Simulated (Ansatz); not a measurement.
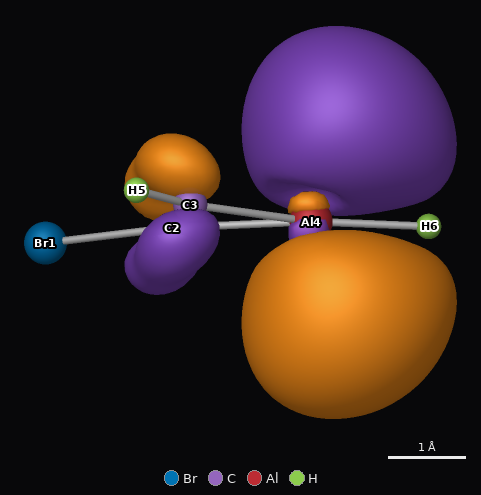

Figure 1: C2H2AlBr. The LUMO at ±0.1 Å⁻³ᐟ² (orange and purple are the two phases), seen from one side.

Geometry: PBE0-D4/def2-TZVP.

Method: RKS PBE0-D4/def2-TZVPP (Ansatz).

```xyz
6

Br   -0.8720   -2.4542   -0.3227
C    -0.3612   -0.6460   -0.1331
C     0.8426   -0.1552    0.2498
Al   -0.3797    1.2098   -0.1071
H     1.7514   -0.6852    0.5231
H    -0.9391    2.6668   -0.2563
```

What is the character of this orbital?

Answer. Its weight (Hirshfeld) is mainly on Al4 (about 80 %), H6 (about 10 %) and C3 (about 5 %); it changes sign across the molecular plane (π type). Its energy is −1.12 eV.
